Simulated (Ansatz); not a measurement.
# Band gap of SnPHO3 (Cc) from density functionals to GW, part 3 of 3

What gap does each level of theory give for SnPHO3 (Cc), and in what time?

Ansatz 0.2.0; density functionals, hybrids and G0W0, plane waves, PAW. Known limits of the many-body steps: finite bands, screening cutoff and k mesh; no spin-orbit coupling in G0W0.

So far. Step 11 (G0W0@HSE06, 2×2×4 mesh, 374 empty bands, screening to …): Over 8 of 9 irreducible mesh points the G0W0 gap is 5.713 eV, from k = Γ to k = (0.000, 0.000, -0.500). The HSE06 gap of this run on the mesh is 4.548 eV. The two states that bound the G0W0 gap lie that far apart at the start, so the correction of the gap is 5.713 − 4.548 = +1.165 eV.

In doubt: masses and optical values from hybrid runs of this build are listed as unsure (step 11), which bears on the screening that GW takes from such a start.

## (13) The ladder

Each gap is the least one over the points named; times are wall times on shared hosts, not benchmarks. A G0W0 time includes the run's own self-consistent start. Runs with listed points see these and the mesh alone, so an edge that moves elsewhere is missed. Rows marked * are further runs, not shown as steps, whose inputs differ from the G0W0 step on the same start in the columns given; solver thresholds can differ too.

| level | mesh | files, cutoff | bands summed, screening | points | gap (eV) | valence top | conduction bottom | least direct gap (eV) | time |
| --- | --- | --- | --- | --- | --- | --- | --- | --- | --- |
| LDA | 4×4×6 | soft_1 PAW, 420 eV | - | mesh and listed points | 3.461 | (0.100, 0.100, -0.100) | (0.000, 0.000, -0.450) | 3.665 | 13 s |
| PBEsol | 4×4×6 | soft_1 PAW, 420 eV | - | mesh and listed points | 3.489 | (0.100, 0.100, -0.100) | (0.000, 0.000, -0.450) | 3.691 | 10 s |
| PBE | 4×4×6 | soft_1 PAW, 420 eV | - | mesh and path | 3.573 | (0.100, 0.100, -0.100) | (0.000, 0.000, -0.450) | 3.774 | 11 s |
| PBE+SOC | 4×4×6 | soft_1 PAW, 420 eV | - | mesh and listed points | 3.534 | (0.100, 0.100, -0.100) | (0.000, 0.000, -0.450) | 3.752 | 10 s |
| r2SCAN | 4×4×6 | soft_1 PAW, 500 eV | - | mesh and listed points | 3.918 | Γ | (0.000, 0.000, -0.450) | 4.198 | 13 s |
| HSE06 | 4×4×4 | soft_1 PAW, 420 eV | - | mesh and listed points | 4.535 | Γ | (0.000, 0.000, -0.450) | 4.787 | 65 s |
| PBE0 | 4×4×4 | soft_1 PAW, 420 eV | - | mesh and listed points | 5.255 | Γ | (0.000, 0.000, -0.450) | 5.504 | 74 s |
| DDH-PBE0 | 4×4×4 | soft_1 PAW, 420 eV | - | mesh and listed points | 5.460 | Γ | (0.000, 0.000, -0.450) | 5.716 | 100 s |
| G0W0@PBE* | 2×2×4 | soft_1 PAW, 420 eV | 170, 48 eV | all 9 irreducible mesh points | 5.059 | Γ | (0.000, 0.000, -0.500) | 5.304 | 8.6 s |
| G0W0@PBE* | 2×2×4 | soft_1 PAW, 420 eV | 412, 96 eV | all 9 irreducible mesh points | 5.179 | Γ | (0.000, 0.000, -0.500) | 5.427 | 18 s |
| G0W0@PBE | 2×2×4 | soft_1 PAW, 420 eV | 844, 160 eV | all 9 irreducible mesh points | 5.296 | Γ | (0.000, 0.000, -0.500) | 5.549 | 31 s |
| G0W0@PBE* | 2×2×2 | soft_1 PAW, 420 eV | 412, 96 eV | all 6 irreducible mesh points | 5.180 | Γ | (0.000, 0.000, -0.500) | 5.426 | 16 s |
| G0W0@HSE06 | 2×2×4 | soft_1 PAW, 420 eV | 412, 96 eV | 8 of 9 irreducible mesh points | 5.713 | Γ | (0.000, 0.000, -0.500) | 5.993 | 99 s |
| G0W0@r2SCAN | 2×2×4 | soft_1 PAW, 500 eV | 412, 96 eV | all 9 irreducible mesh points | 5.447 | Γ | (0.000, 0.000, -0.500) | 5.728 | 26 s |

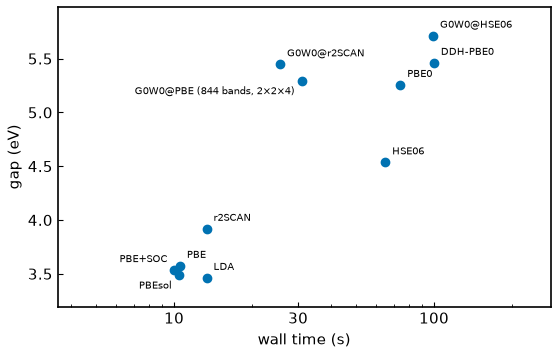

Gap against wall time for the runs shown as steps.

## (14) Summary of results

| Quantity | Value |
| --- | --- |
| LDA, over mesh and listed points | 3.461 eV |
| PBEsol, over mesh and listed points | 3.489 eV |
| PBE, over mesh and path | 3.573 eV |
| PBE+SOC, over mesh and listed points | 3.534 eV |
| r2SCAN, over mesh and listed points | 3.918 eV |
| HSE06, over mesh and listed points | 4.535 eV |
| PBE0, over mesh and listed points | 5.255 eV |
| DDH-PBE0, over mesh and listed points | 5.460 eV |
| G0W0@PBE (844 bands, 2×2×4), over all 9 irreducible mesh points | 5.296 eV |
| G0W0@HSE06, over 8 of 9 irreducible mesh points | 5.713 eV |
| G0W0@r2SCAN, over all 9 irreducible mesh points | 5.447 eV |
| known limits | finite bands, screening cutoff and k mesh; no spin-orbit coupling in G0W0 |

What this shows: The rows run from 3.461 eV (LDA) to 5.713 eV (G0W0@HSE06). They differ in mesh, plane-wave cutoff, bands and screening cutoff of G0W0 and the points over which the gap was sought as well as in level, so only pairs that share these are like for like. PBEsol against LDA: 3.489 − 3.461 = +0.028 eV, with the same mesh, files and cutoff, and both edges at the same k points. PBE against PBEsol: 3.573 − 3.489 = +0.084 eV, with the same mesh, files and cutoff, and both edges at the same k points. PBE+SOC against PBE: 3.534 − 3.573 = −0.039 eV, with the same mesh, set of files (read in its fully relativistic form for the spin-orbit run) and cutoff, and both edges at the same k points. The spin-orbit run sees mesh and listed points alone, so its gap is an upper bound: the coupling can move an edge off these points, the more so as this crystal has no centre of inversion, and the change over the zone, its sign included where it is small, is not known. PBE0 against HSE06: 5.255 − 4.535 = +0.720 eV, with the same mesh, files and cutoff, and both edges at the same k points. DDH-PBE0 against PBE0: 5.460 − 5.255 = +0.205 eV, with the same mesh, files and cutoff, and both edges at the same k points. G0W0@HSE06 against G0W0@PBE with 412 bands: 5.713 − 5.179 = +0.534 eV, with the same mesh, files and cutoffs, and both edges at the same k points. The dielectric-dependent hybrid took 0.280 of exact exchange, against 0.25 in PBE0. G0W0@PBE (844 bands, 2×2×4) moves the gap of its own start on the mesh by 5.296 − 3.596 = +1.700 eV, between the same two levels. Over mesh and path, PBE puts the valence top at k = (0.100, 0.100, -0.100) and conduction bottom at k = (0.000, 0.000, -0.450), where no G0W0 correction was computed. The G0W0 gap over the whole zone is therefore not known from this run; at its settings it can only be equal to or under the 5.296 eV found, and no correction is carried over from another point. For the start itself the gap is 3.573 eV over mesh and path and 3.596 eV on the mesh of the G0W0 run, in runs that differ in mesh (4×4×6 and 2×2×4). G0W0@HSE06 moves the gap of its own start on the mesh by 5.713 − 4.548 = +1.165 eV, between the same two levels. Over mesh and listed points, HSE06 puts the conduction bottom at k = (0.000, 0.000, -0.450), where no G0W0 correction was computed. The G0W0 gap over the whole zone is therefore not known from this run; at its settings it can only be equal to or under the 5.713 eV found, and no correction is carried over from another point. For the start itself the gap is 4.535 eV over mesh and listed points and 4.548 eV on the mesh of the G0W0 run, in runs that differ in mesh (4×4×4 and 2×2×4). G0W0@r2SCAN moves the gap of its own start on the mesh by 5.447 − 3.927 = +1.520 eV, between the same two levels. Over mesh and listed points, r2SCAN puts the conduction bottom at k = (0.000, 0.000, -0.450), where no G0W0 correction was computed. The G0W0 gap over the whole zone is therefore not known from this run; at its settings it can only be equal to or under the 5.447 eV found, and no correction is carried over from another point. For the start itself the gap is 3.918 eV over mesh and listed points and 3.927 eV on the mesh of the G0W0 run, in runs that differ in mesh (4×4×6 and 2×2×4). What spin-orbit coupling does to the G0W0 levels was not computed, so no sum with the G0W0 gap is formed. For G0W0@PBE: from 170 bands and 48 eV to 844 bands and 160 eV the gap moves by 5.296 − 5.059 = +0.237 eV (rung by rung 5.059, 5.179, 5.296 eV); bands and screening cutoff rise together, so their parts are not told apart. A line in one over the bands through the two highest rungs gives 5.296 + (5.296 − 5.179) × 412 / (844 − 412) = 5.408 eV, and through the pair below 5.179 + (5.179 − 5.059) × 170 / (412 − 170) = 5.263 eV. The two differ by 0.145 eV, not under the 0.030 eV asked, so the law does not hold well over these rungs and the limit is not known. The other G0W0 rows are shown at one basis each (412 bands), so their distance from the limit is not known here. With the 2×2×2 mesh in place of the 2×2×4 mesh and all else as in the G0W0@PBE row with 412 bands, the gap differs by 5.180 − 5.179 = +0.001 eV, and that of the start by 3.596 − 3.596 = +0.000 eV. The G0W0 runs are scalar-relativistic. G0W0@PBE runs of this series with other atomic data on the same mesh, not shown as steps, give 5.177 eV (hard PAW, 930 eV, 420 bands, screening to 96 eV; the table's row with the same empty bands and screening cutoff has 5.179 eV); where bands and cutoffs differ too, the part of the files is not isolated.

[Runs of the session that timed out or met a known fault of the program may be left out.]

[Cells called generated may have been cut or substituted from an entry of the Crystallography Open Database or the Materials Project.]

[Hosts, paths, dates, database ids (printed as entryN), source tags and the programs' standing remarks are cut or masked in the printed files.]

[Where an RPA ε∞ is given, it is that of the G0W0 mesh and is not shown converged in it. Names of k-points follow the symmetry that the program found, which can be lower than the space group named. Band edges on a path are those of the sampled points; other points can move an edge, and change direct to indirect where valleys lie close.]

[Hybrid gaps are those of their k-mesh and are not shown converged in it.]
